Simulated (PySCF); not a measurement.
Molecule: CH4F6Si3, SMILES FC(F)(F)[SiH2][SiH2][Si](F)(F)F, singlet. Atoms near the plane z = 0.0 Å, at the GFN2-xTB optimised geometry (x, y, z in Å): C2 (2.5, 0.8, 0.0), F3 (3.0, 0.1, -1.1), F4 (3.2, 1.9, 0.0), Si5 (0.6, 1.0, 0.0), Si6 (-0.2, -1.2, 0.0), Si7 (-2.5, -1.2, 0.0), F8 (-3.1, 0.3, 0.0).

Calculation: CAM-B3LYP/def2-TZVP (PySCF). Cells within 0.4 Å of a nucleus heavier than hydrogen are left out (blank, or x). The values are rescaled to run from 0 to 1.

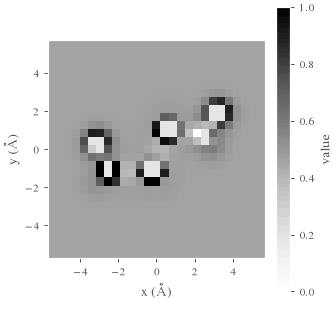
Fig. 1. a field on the plane z = 0.0 Å.

Task: Which quantity is mapped?
(A) log10 of the electron density
(B) deformation density (molecule minus spherical neutral atoms)
(C) Laplacian of the electron density
(D) electron localisation function

Result: C, Laplacian of the electron density. In full: Laplacian of the electron density (e/bohr⁵), clipped to [-1.50, 1.50].
